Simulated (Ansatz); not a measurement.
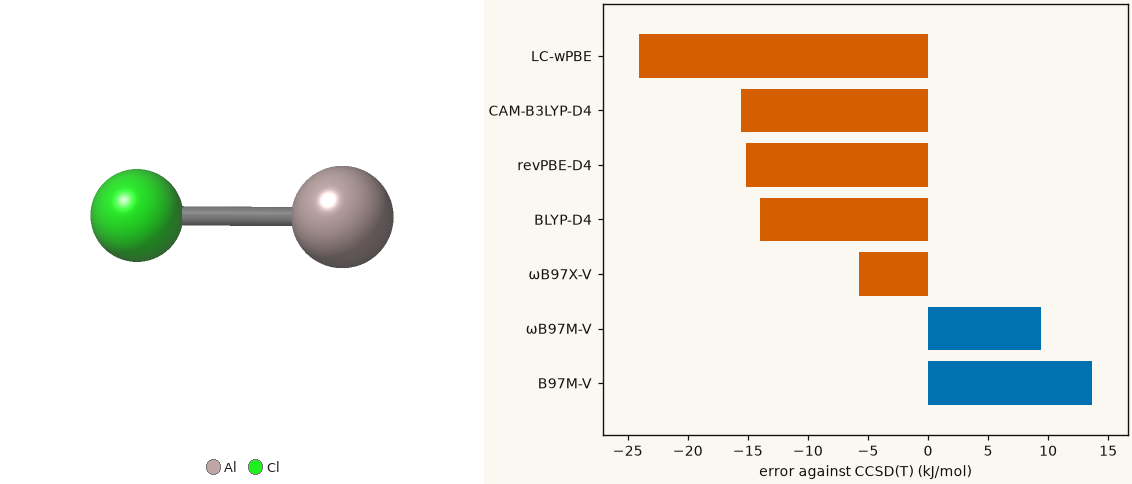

Error in the electronic atomisation energy (method less reference, so positive means overbinding) of AlCl, singlet: functionals in def2-TZVPP against frozen-core CCSD(T) at the limit (scheme: direct), which gives 512.8 kJ/mol, at a PBE0-D4/def2-TZVP geometry (a minimum by its frequencies), no zero-point or spin-orbit term, the Ansatz code. The reference leaves out core correlation, a term that grows with the number of heavy atoms. No dispersion term is added to LC-wPBE.

> What range do the values span?

From −24.1 kJ/mol (LC-wPBE) to 13.6 kJ/mol (B97M-V).

> Which of these levels overbind, and which underbind?

Overbind: B97M-V. Underbind: LC-wPBE, CAM-B3LYP-D4, revPBE-D4 and BLYP-D4. Within 10 kJ/mol of zero, too close to call in view of what the reference leaves out: ωB97X-V and ωB97M-V.
